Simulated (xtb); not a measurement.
Run report: C3H4F2Si, geometry relaxation (part 1 of 3)

The run: geometry relaxation of C3H4F2Si. Method and program: GFN2-xTB (xtb 6.7.1).

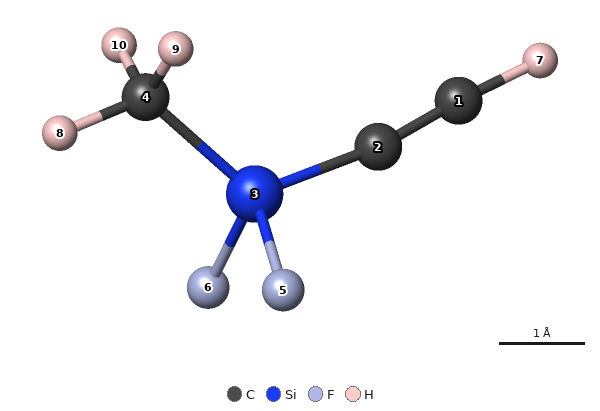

The structure as given in the input (ball-and-stick view, seen at a tilt; atoms are numbered from 1 in the order of the input).

**The input (mol.xyz)**
```
10
start
C      2.50692000    -0.15445000    -0.56816000
C      1.34156000     0.00189000    -0.65046000
Si    -0.35773000     0.14957000    -0.52977000
C     -1.23092000    -0.13078000     1.02734000
F     -1.05680000    -0.63282000    -1.76998000
F     -0.67626000     1.59356000    -1.17911000
H      3.64007000    -0.33103000    -0.55742000
H     -2.38764000     0.04842000     1.08192000
H     -1.12529000    -1.10703000     1.31186000
H     -0.85353000     0.52700000     1.77229000
```

Launched with:
```bash
xtb mol.xyz -o normal > xtb.out
```

**Output**
```
* xtb version 6.7.1
   ID    Z sym.   atoms
    1    6 C      1, 2, 4
    2   14 Si     3
    3    9 F      5, 6
    4    1 H      7-10

           -------------------------------------------------
          |                Calculation Setup                |
           -------------------------------------------------

          program call               : xtb mol.xyz -o normal
          coordinate file            : mol.xyz
          omp threads                :                     1

           -------------------------------------------------
          |                 G F N 2 - x T B                 |
           -------------------------------------------------

      * Hamiltonian:
        H0-scaling (s, p, d)           1.850000    2.230000    2.230000
        zeta-weighting                 0.500000
      * Dispersion:
        s8                             2.700000
        a1                             0.520000
        a2                             5.000000
        s9                             5.000000
      * Repulsion:
        kExp                           1.500000    1.000000
        rExp                           1.000000
      * Coulomb:
        alpha                          2.000000
        third order                    shell-resolved
        anisotropic                    true
        a3                             3.000000
        a5                             4.000000
        cn-shift                       1.200000
        cn-exp                         4.000000
        max-rad                        5.000000

          ...................................................
          :                      SETUP                      :
          :.................................................:
          :  # basis functions                  34          :
          :  # atomic orbitals                  33          :
          :  # shells                           17          :
          :  # electrons                        34          :
          :  max. iterations                   250          :
          :  Hamiltonian                  GFN2-xTB          :
          :  restarted?                      false          :
          :  GBSA solvation                  false          :
          :  PC potential                    false          :
          :  electronic temp.          300.0000000     K    :
          :  accuracy                    1.0000000          :
          :  -> integral cutoff          0.2500000E+02      :
          :  -> integral neglect         0.1000000E-07      :
          :  -> SCF convergence          0.1000000E-05 Eh   :
          :  -> wf. convergence          0.1000000E-03 e    :
          :  Broyden damping             0.4000000          :
          :  net charge                          0          :
          :  unpaired electrons                  0          :
          ...................................................

 iter      E             dE          RMSdq      gap      omega  full diag
   1    -19.8815896 -0.198816E+02  0.790E+00    6.04       0.0  T
   2    -19.9370661 -0.554765E-01  0.467E+00    5.64       1.0  T
   3    -19.9228532  0.142129E-01  0.176E+00    5.66       1.0  T
   4    -19.9334957 -0.106425E-01  0.127E+00    5.65       1.0  T
   5    -19.9457700 -0.122743E-01  0.477E-01    5.60       1.0  T
   6    -19.9461135 -0.343521E-03  0.220E-01    5.65       1.0  T
   7    -19.9463172 -0.203666E-03  0.126E-01    5.61       1.0  T
   8    -19.9463538 -0.366541E-04  0.363E-02    5.62       1.0  T
   9    -19.9463584 -0.453509E-05  0.919E-03    5.62       3.4  T
  10    -19.9463582  0.137370E-06  0.576E-03    5.62       5.5  T
  11    -19.9463584 -0.176380E-06  0.149E-03    5.62      21.2  T
  12    -19.9463584 -0.607694E-08  0.642E-04    5.62      49.2  T
  13    -19.9463584 -0.164014E-08  0.263E-04    5.62     120.3  T

   *** convergence criteria satisfied after 13 iterations ***

         #    Occupation            Energy/Eh            Energy/eV
      -------------------------------------------------------------
         1        2.0000           -0.8771886             -23.8695
       ...           ...                  ...                  ...
        11        2.0000           -0.4920059             -13.3882
        12        2.0000           -0.4870668             -13.2538
        13        2.0000           -0.4837832             -13.1644
        14        2.0000           -0.4720067             -12.8440
        15        2.0000           -0.4558998             -12.4057
        16        2.0000           -0.4540328             -12.3549
        17        2.0000           -0.4415520             -12.0152 (HOMO)
        18                         -0.2350263              -6.3954 (LUMO)
        19                         -0.2335578              -6.3554
        20                         -0.1153665              -3.1393
        21                         -0.1052800              -2.8648
        22                         -0.0390354              -1.0622
       ...                                ...                  ...
        33                          1.4990164              40.7903
      -------------------------------------------------------------
                  HL-Gap            0.2065257 Eh            5.6199 eV
             Fermi-level           -0.3382891 Eh           -9.2053 eV

 SCC (total)                   0 d,  0 h,  0 min,  0.024 sec
 SCC setup                      ...        0 min,  0.000 sec (  0.660%)
 Dispersion                     ...        0 min,  0.000 sec (  0.351%)
 classical contributions        ...        0 min,  0.000 sec (  0.132%)
 integral evaluation            ...        0 min,  0.007 sec ( 28.074%)
 iterations                     ...        0 min,  0.011 sec ( 45.613%)
 molecular gradient             ...        0 min,  0.006 sec ( 24.074%)
 printout                       ...        0 min,  0.000 sec (  0.993%)

         :::::::::::::::::::::::::::::::::::::::::::::::::::::
         ::                     SUMMARY                     ::
         :::::::::::::::::::::::::::::::::::::::::::::::::::::
         :: total energy             -19.662162874627 Eh    ::
         :: gradient norm              0.197100554765 Eh/a0 ::
         :: HOMO-LUMO gap              5.619850691298 eV    ::
         ::.................................................::
         :: SCC energy               -19.946352903533 Eh    ::
         :: -> isotropic ES            0.047779528562 Eh    ::
         :: -> anisotropic ES         -0.000986501479 Eh    ::
         :: -> anisotropic XC          0.008974500638 Eh    ::
         :: -> dispersion             -0.005781202174 Eh    ::
         :: repulsion energy           0.284190028906 Eh    ::
         :: add. restraining           0.000000000000 Eh    ::
         :: total charge              -0.000000000000 e     ::
         :::::::::::::::::::::::::::::::::::::::::::::::::::::

      -----------------------------------------------------------
     |                   =====================                   |
     |                        A N C O P T                        |
     |                   =====================                   |
     |               Approximate Normal Coordinate               |
     |                Rational Function Optimizer                |
      -----------------------------------------------------------
      -----------------------------------------------------------
     |                   =====================                   |
     |                        A N C O P T                        |
     |                   =====================                   |
     |               Approximate Normal Coordinate               |
     |                Rational Function Optimizer                |
      -----------------------------------------------------------

          ...................................................
          :                      SETUP                      :
          :.................................................:
          :   optimization level            normal          :
          :   max. optcycles                   200          :
          :   ANC micro-cycles                  20          :
          :   degrees of freedom                24          :
          :.................................................:
          :   RF solver                   davidson          :
          :   write xtbopt.log                true          :
          :   linear?                        false          :
          :   energy convergence         0.5000000E-05 Eh   :
          :   grad. convergence          0.1000000E-02 Eh/α :
          :   maxmium RF displ.          1.0000000          :
          :   Hlow (freq-cutoff)         0.1000000E-01      :
          :   Hmax (freq-cutoff)         5.0000000          :
          :   S6 in model hess.         20.0000000          :
          ...................................................

generating ANC from exact Hessian ...
Using Lindh-Hessian (1995)
 Shifting diagonal of input Hessian by    9.5938676137499370E-003
 Lowest  eigenvalues of input Hessian
    0.000000    0.000000    0.000000    0.000000    0.000000    0.000000
    0.010000    0.010863    0.023473    0.027345    0.046403    0.048683
    0.078930    0.085286    0.104394    0.116434    0.133371    0.156665
 Highest eigenvalues
    1.025758    1.267838    1.296299    1.608507    1.753426    2.595876

........................................................................
.............................. CYCLE    1 ..............................
........................................................................

 iter      E             dE          RMSdq      gap      omega  full diag
   1    -19.9463584 -0.199464E+02  0.171E-05    5.62       0.0  T
   2    -19.9463584  0.216716E-12  0.119E-05    5.62    2663.9  T
   3    -19.9463584  0.355271E-14  0.116E-05    5.62    2735.0  T
     SCC iter.                  ...        0 min,  0.004 sec
     gradient                   ...        0 min,  0.005 sec
 * total energy  :   -19.6621629 Eh     change       -0.4330580E-09 Eh
   gradient norm :     0.1970984 Eh/α   predicted     0.0000000E+00 (-100.00%)
   displ. norm   :     0.2972785 α      lambda       -0.4528960E-01
   maximum displ.:     0.1473881 α      in ANC's #18, #15, #9, ...

........................................................................
.............................. CYCLE    2 ..............................
........................................................................

 iter      E             dE          RMSdq      gap      omega  full diag
   1    -19.9308488 -0.199308E+02  0.643E-01    5.54       0.0  T
   2    -19.9310059 -0.157174E-03  0.453E-01    5.60       1.0  T
   3    -19.9306930  0.312921E-03  0.339E-01    5.57       1.0  T
   4    -19.9307933 -0.100236E-03  0.200E-01    5.59       1.0  T
   5    -19.9310738 -0.280542E-03  0.640E-02    5.59       1.0  T
   6    -19.9311161 -0.422884E-04  0.175E-02    5.58       1.8  T
   7    -19.9311162 -0.746232E-07  0.784E-03    5.59       4.0  T
   8    -19.9311163 -0.106203E-06  0.258E-03    5.59      12.3  T
   9    -19.9311163 -0.121360E-08  0.661E-04    5.59      47.9  T
  10    -19.9311163 -0.215572E-09  0.193E-04    5.59     164.2  T
     SCC iter.                  ...        0 min,  0.008 sec
     gradient                   ...        0 min,  0.005 sec
 * total energy  :   -19.6903551 Eh     change       -0.2819222E-01 Eh
   gradient norm :     0.0623710 Eh/α   predicted    -0.2464602E-01 ( -12.58%)
   displ. norm   :     0.1897207 α      lambda       -0.6460455E-02
   maximum displ.:     0.0840876 α      in ANC's #1, #6, #2, ...

........................................................................
.............................. CYCLE    3 ..............................
........................................................................

 iter      E             dE          RMSdq      gap      omega  full diag
   1    -19.9359322 -0.199359E+02  0.464E-01    5.63       0.0  T
   2    -19.9359615 -0.293018E-04  0.263E-01    5.64       1.0  T
   3    -19.9357895  0.172016E-03  0.166E-01    5.63       1.0  T
   4    -19.9359495 -0.160003E-03  0.634E-02    5.64       1.0  T
   5    -19.9359810 -0.315544E-04  0.154E-02    5.64       2.0  T
   6    -19.9359828 -0.173181E-05  0.569E-03    5.64       5.6  T
   7    -19.9359828 -0.138211E-07  0.211E-03    5.64      15.0  T
   8    -19.9359828 -0.697433E-09  0.114E-03    5.64      27.8  T
   9    -19.9359828 -0.371838E-09  0.180E-04    5.64     176.0  T
  10    -19.9359828 -0.252420E-10  0.600E-05    5.64     527.3  T
     SCC iter.                  ...        0 min,  0.011 sec
     gradient                   ...        0 min,  0.005 sec
 * total energy  :   -19.6937362 Eh     change       -0.3381054E-02 Eh
   gradient norm :     0.0212964 Eh/α   predicted    -0.3346493E-02 (  -1.02%)
   displ. norm   :     0.2315880 α      lambda       -0.1493244E-02
   maximum displ.:     0.1662415 α      in ANC's #1, #2, #6, ...

........................................................................
.............................. CYCLE    4 ..............................
........................................................................

 iter      E             dE          RMSdq      gap      omega  full diag
   1    -19.9318387 -0.199318E+02  0.525E-01    5.59       0.0  T
   2    -19.9318489 -0.101197E-04  0.320E-01    5.59       1.0  T
   3    -19.9317123  0.136598E-03  0.126E-01    5.58       1.0  T
   4    -19.9318471 -0.134840E-03  0.449E-02    5.59       1.0  T
   5    -19.9318587 -0.115985E-04  0.167E-02    5.59       1.9  T
   6    -19.9318586  0.632520E-07  0.883E-03    5.59       3.6  T
   7    -19.9318588 -0.210290E-06  0.420E-03    5.59       7.5  T
   8    -19.9318589 -0.229613E-07  0.155E-03    5.59      20.4  T
   9    -19.9318589 -0.491802E-09  0.335E-04    5.59      94.5  T
  10    -19.9318589 -0.414389E-10  0.144E-04    5.59     220.3  T
     SCC iter.                  ...        0 min,  0.017 sec
     gradient                   ...        0 min,  0.008 sec
 * total energy  :   -19.6938666 Eh     change       -0.1304953E-03 Eh
   gradient norm :     0.0141011 Eh/α   predicted    -0.7866656E-03 ( 502.83%)
   displ. norm   :     0.1610652 α      lambda       -0.1160216E-02
   maximum displ.:     0.1322321 α      in ANC's #1, #2, #3, ...

........................................................................
.............................. CYCLE    5 ..............................
........................................................................
```
